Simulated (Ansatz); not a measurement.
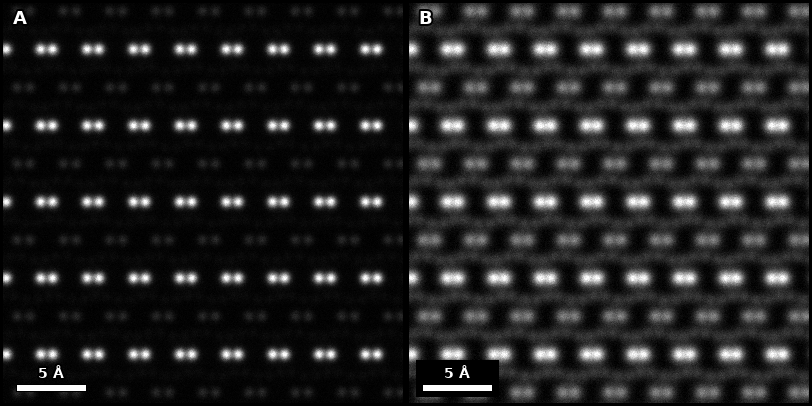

Two simulated images of the same area of VWF₄ (P2/c, No. 13) along [011], with a probe of 0.61 Å. One is incoherent Z contrast (Z^1.7 per atom), the other the projected potential of neutral atoms blurred by the probe (iDPC-like, thin sample). Brightness is counted from the darkest point of the image. Shot noise was added. Model: coordinates from a relaxation with Ansatz 0.2.0, DFT, PAW plane waves, pbesol+U; the starting structure was generated, so it need not be a known form of this composition.

Which panel is which, and how can one tell?

A is the Z-contrast image and B the potential image. The columns of 1 F per repeat reach about 3 % of the brightest peak (1 W) in A but about 20 % in B, mainly since the potential grows much more slowly with atomic number. The F columns show clearly in B alone.
